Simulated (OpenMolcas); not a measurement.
**NH3: excited-state calculation (part 1 of 2)**

The run: excited-state calculation of NH3. Method and program: FCI/STO-3G, RHF (OpenMolcas 26.06).

The geometry comes from this level: PBE0-D4/def2-TZVP.

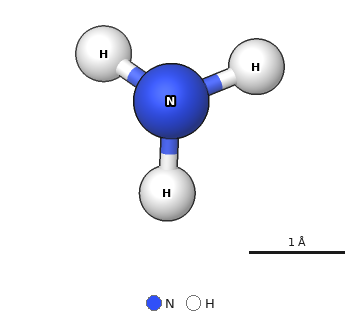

**Figure 1.** The structure (ball-and-stick view, seen on its broad side). Bond lengths as drawn: H–N 1.01 Å.

**The input**
```
>>> EXPORT MOLCAS_PRINT=2

&GATEWAY
  BASLIB=$CurrDir
  COORD=struct.xyz
  BASIS=STO-3G
  GROUP=NoSym

&SEWARD

&RASSCF
  FILEORB=$CurrDir/step1.ScfOrb
  SPIN=1
  NACTEL=8 0 0
  INACTIVE=1
  RAS2=7
  CIROOT=4 4 1
  ORBLISTING=Nothing
  CIONLY

&RASSI
  NROFJOBIPHS=1 all
```

**File struct.xyz**
```
4

N     -0.069910     0.249470     0.110930
H      0.490470    -0.301820     0.749180
H     -0.887480    -0.301940    -0.118910
H      0.466920     0.354280    -0.741200
```

Machine: 1 thread of Intel Xeon (Sapphire Rapids), 64 GiB of memory available, shared host.

Launch command:
```bash
export MOLCAS_MEM=1860
pymolcas step3.inp > step3.log
```

**Log**
```
--- Start Module: gateway ---

                                              &GATEWAY

                       available to each process: 1.9 GB of memory, 1 thread

 Basis Set     1 Label: N.STO-3G
 Basis set is read from library:.
 basistype.tbl is not found

 Basis Set     2 Label: H.STO-3G
 Basis set is read from library:.
 basistype.tbl is not found

++    Symmetry information:
      ---------------------

                    Character Table for C1

                             E
                    a        1  x, y, xy, Rz, z, xz, Ry, yz, Rx, I
--

++    Basis set information:
      ----------------------

      Basis set label: N.STO-3G.........

      Electronic valence basis set:
      ------------------
      Associated Effective Charge   7.000000 au
      Associated Actual Charge      7.000000 au
      Nuclear Model: Point charge

      Shell  nPrim  nBasis  Cartesian Spherical Contaminant
         s       6       2        X
         p       3       1        X

      Basis set label: H.STO-3G.........

      Electronic valence basis set:
      ------------------
      Associated Effective Charge   1.000000 au
      Associated Actual Charge      1.000000 au
      Nuclear Model: Point charge

      Shell  nPrim  nBasis  Cartesian Spherical Contaminant
         s       3       1        X
--

++    Molecular structure info:
      -------------------------

                    ************************************************
                    **** Cartesian Coordinates / bohr, angstrom ****
                    ************************************************

     Center  Label                x              y              z                     x              y              z
        1      N1              -0.132111       0.471430       0.209627             -0.069910       0.249470       0.110930
        2      H2               0.926854      -0.570357       1.415745              0.490470      -0.301820       0.749180
        3      H3              -1.677094      -0.570584      -0.224707             -0.887480      -0.301940      -0.118910
        4      H4               0.882351       0.669492      -1.400665              0.466920       0.354280      -0.741200

                    ***************************************
                    *    InterNuclear Distances / bohr    *
                    ***************************************

               1 N1            2 H2            3 H3            4 H4
    1 N1       0.000000
    2 H2       1.913491        0.000000
    3 H3       1.913482        3.077601        0.000000
    4 H4       1.913479        3.077559        3.077568        0.000000

                    *******************************************
                    *    InterNuclear Distances / angstrom    *
                    *******************************************

               1 N1            2 H2            3 H3            4 H4
    1 N1       0.000000
    2 H2       1.012576        0.000000
    3 H3       1.012571        1.628596        0.000000
    4 H4       1.012570        1.628574        1.628579        0.000000

                    **************************************
                    *    Valence Bond Angles / degree    *
                    **************************************
                          Atom centers                 Phi
                      2 H2       1 N1       3 H3       107.06
                      2 H2       1 N1       4 H4       107.06
                      3 H3       1 N1       4 H4       107.06
--

            Nuclear Potential Energy             11.94953901 au

--- Stop Module: gateway /rc=_RC_ALL_IS_WELL_ ---

--- Start Module: seward ---

                                              &SEWARD

                       available to each process: 1.9 GB of memory, 1 thread

               SEWARD will generate:
                  Multipole Moment integrals up to order  2
                  Kinetic Energy integrals
                  Nuclear Attraction integrals (point charge)
                  One-Electron Hamiltonian integrals
                  Velocity integrals
                  Orbital angular momentum around ( -0.1008   0.3598   0.1600 )
                  Velocity quadrupole around ( -0.1008   0.3598   0.1600 )
                  Two-Electron Repulsion integrals

                   Integrals are discarded if absolute value <: 1.00E-14
                   Integral cutoff threshold is set to       <: 1.00E-16

            Nuclear Potential Energy             11.94953901 au

      Basis set specifications :
      Symmetry species         a
      Basis functions            8

--- Stop Module: seward /rc=_RC_ALL_IS_WELL_ ---

--- Start Module: rasscf ---

                                              &RASSCF

                       available to each process: 1.9 GB of memory, 1 thread

      Header of the ONEINT file:
      --------------------------

      OrdInt status: non-squared

      Cartesian coordinates in angstrom:
      -----------------------------------------------------
      No.  Label        X            Y            Z
      -----------------------------------------------------
       1   N1        -0.06991000   0.24947000   0.11093000
       2   H2         0.49047000  -0.30182000   0.74918000
       3   H3        -0.88748000  -0.30194000  -0.11891000
       4   H4         0.46692000   0.35428000  -0.74120000
      -----------------------------------------------------
      Nuclear repulsion energy =   11.94953901

++    Wave function specifications:
      -----------------------------

      Number of closed shell electrons           2
      Number of electrons in active shells       8
      Max number of holes in RAS1 space          0
      Max nr of electrons in RAS3 space          0
      Number of inactive orbitals                1
      Number of active orbitals                  7
      Number of secondary orbitals               0
      Spin quantum number                      0.0
      State symmetry                             1
--

++    Orbital specifications:
      -----------------------

      Symmetry species                           1
                                                 a
      Frozen orbitals                            0
      Inactive orbitals                          1
      Active orbitals                            7
      RAS1 orbitals                              0
      RAS2 orbitals                              7
      RAS3 orbitals                              0
      Secondary orbitals                         0
      Deleted orbitals                           0
      Number of basis functions                  8
--

++    CI expansion specifications:
      ----------------------------

      Number of CSFs                           490
      Number of spin combinations              630
      Number of determinants                  1225
      Number of root(s) required                 4
      Root chosen for geometry opt.              4
      CI roots used                              1     2     3     4
      weights                                0.250 0.250 0.250 0.250
      highest root included in the CI            4
      max. size of the explicit Hamiltonian    200
--

++    Optimization specifications:
      ----------------------------

      RASSCF algorithm: Conventional
      Maximum number of macro iterations       200
      Maximum number of SX iterations          100
      Threshold for RASSCF energy            1.000E-08
      Threshold for max MO rotation          1.000E-01
      Threshold for max BLB element          1.000E-04
      Level shift parameter                  5.000E-01
      Make Quasi-Newton update
--

      The MO-coefficients are taken from the file:
      step1.ScfOrb
      Title: SCF orbitals

      Total molecular charge    0.00

      ************************************************************************************************************************
      *                                            Wave function control section                                             *
      ************************************************************************************************************************

                                         CASCI only, no orbital optimization will be done.
                                         -------------------------------------------------

          iter iter root      energy       change     param      element    value   shift minimum  type update hh:mm:ss
 Nr of preliminary CI iterations:   7
        1   1    0    0   -55.09467688    0.00E+00   0.00E+00    1   5 1 -1.12E-02*  0.00   0.00    SX    NO    0:00:00

      ************************************************************************************************************************
                                                      Wave function printout:
                       occupation of active orbitals, and spin coupling of open shells (u,d: Spin up or down)
      ************************************************************************************************************************

      Note: transformation to natural orbitals
      has been made, which may change the order of the CSFs.

      printout of CI-coefficients larger than  0.05 for root  1
      energy=     -55.518811
      conf/sym  1111111     Coeff  Weight
             1  2222000  -0.98297 0.96622
            74  2202020   0.07019 0.00493
            99  2ud20ud  -0.05280 0.00279
           112  u2d2ud0  -0.05600 0.00314
           145  2022002   0.07019 0.00493
           157  ud22u0d   0.05600 0.00314

      printout of CI-coefficients larger than  0.05 for root  2
      energy=     -54.989851
      conf/sym  1111111     Coeff  Weight
             2  222ud00  -0.95719 0.91621
             6  2220020  -0.06182 0.00382
            10  2220002  -0.06182 0.00382
            14  22udud0   0.11881 0.01412
            23  22ud0ud  -0.06975 0.00486
            40  2u2du0d  -0.11882 0.01412
            51  u222d00   0.05852 0.00342
            75  220ud20   0.06771 0.00458
           146  202ud02   0.06771 0.00458

      printout of CI-coefficients larger than  0.05 for root  3
      energy=     -54.935025
      conf/sym  1111111     Coeff  Weight
             4  222u0d0   0.96229 0.92600
             5  2220ud0   0.06567 0.00431
            11  22u2d00   0.06119 0.00374
            12  22ud200  -0.05029 0.00253
            17  22ud020  -0.10653 0.01135
            19  22u200d  -0.06463 0.00418
            20  22udu0d   0.06712 0.00450
            33  2u220d0   0.06463 0.00418
            34  2u2dud0  -0.06711 0.00450
            43  2u2d0ud   0.06484 0.00420
            54  u22dud0   0.05330 0.00284
           148  202u0d2  -0.06884 0.00474

      printout of CI-coefficients larger than  0.05 for root  4
      energy=     -54.935019
      conf/sym  1111111     Coeff  Weight
             7  222u00d   0.96229 0.92600
             8  2220u0d   0.06567 0.00431
            13  22u20d0  -0.06463 0.00418
            14  22udud0   0.06712 0.00450
            23  22ud0ud  -0.06484 0.00420
            31  2u22d00  -0.06120 0.00375
            32  2u2d200   0.05029 0.00253
            39  2u2200d  -0.06463 0.00418
            40  2u2du0d   0.06711 0.00450
            48  2u2d002   0.10653 0.01135
            60  u22du0d   0.05330 0.00284
            83  220u02d   0.06885 0.00474

      Natural orbitals and occupation numbers for root  1
      sym 1:   1.983366   1.976192   1.976191   1.996211   0.021938   0.023051   0.023051

      Natural orbitals and occupation numbers for root  2
      sym 1:   1.993140   1.963912   1.963914   1.025583   0.954464   0.049491   0.049495

      Natural orbitals and occupation numbers for root  3
      sym 1:   1.985537   1.967139   1.974544   1.009354   0.054134   0.988042   0.021251

      Natural orbitals and occupation numbers for root  4
      sym 1:   1.985349   1.977934   1.964501   1.016015   0.040326   0.035604   0.980271

      ************************************************************************************************************************
      *                                                    Final results                                                     *
      ************************************************************************************************************************

++    Final optimization conditions:
      ------------------------------

      Average CI energy                             -55.09467688
      RASSCF energy for state  4                    -54.93501940
      Super-CI energy                                 0.00000000
      RASSCF energy change                            0.00000000
      Max change in MO coefficients               0.000E+00
      Max non-diagonal density matrix element     0.000E+00
      Maximum BLB matrix element                 -1.125E-02
      (orbital pair   1,   5 in symmetry   1)
      Norm of electronic gradient            2.172E-02
--

      Final state energy(ies):
      ------------------------
```
